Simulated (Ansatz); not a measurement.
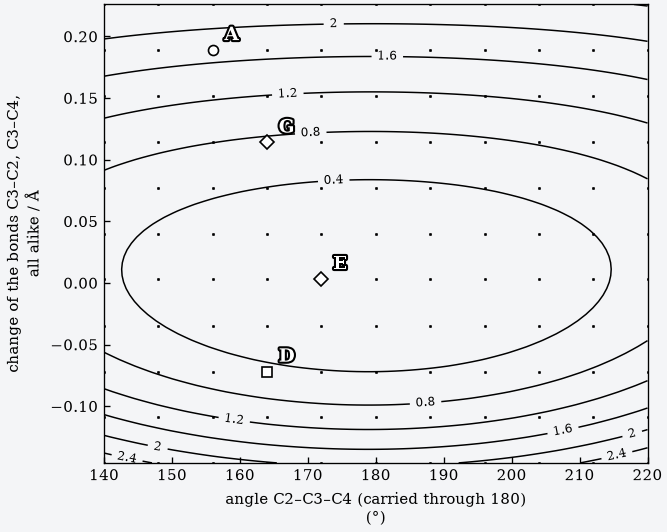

C₃H₄FGa, SMILES FCC#[C][GaH2]. First axis: angle C2–C3–C4 (carried through 180). Second axis: change of the bonds C3–C2, C3–C4, all alike. Nothing is relaxed (all other coordinates rigid). The grid has 11 × 11 points. Points are written as (first, second). Energies: eV, counted from the relaxed molecule at the same level. These are results of RKS B3LYP-D4/def2-TZVP (Ansatz 0.2.0), not measurements.

The picture shows contour lines labelled in eV, dots at the grid points, lettered points. Between grid points the surface is interpolated.

> Is E the lowest point of the computed grid?

No. E lies 0.015 eV above the lowest grid point, which is at (180°, 0.003 Å).

> What kind of point is each of A, D, G: minimum, saddle, maximum or slope?

A: on a slope; D: on a slope; G: on a slope. (In these two coordinates alone; a stationary point may lie a little off the grid point.)
